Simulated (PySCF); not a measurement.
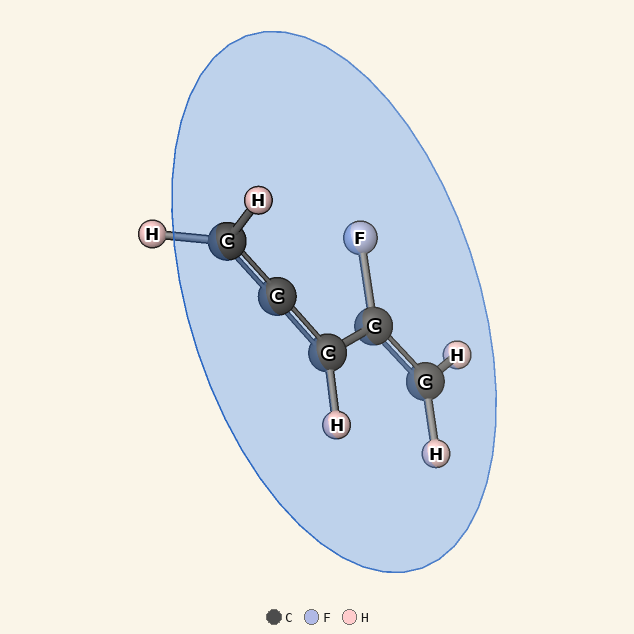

All proper rotation axes (lines) and mirror planes (discs) of the structure are drawn in. Atoms fade into the background with distance from the viewer. The geometry was computed by an optimisation with PBE0-D3(BJ)/def2-SVP. No frequency run is at hand to confirm it as a minimum.

Question: Name the symmetry elements and the point group.

Answer: It has 1 mirror plane. Point group Cs. The group has 2 operations. The geometry is achiral, and symmetry allows a dipole moment.
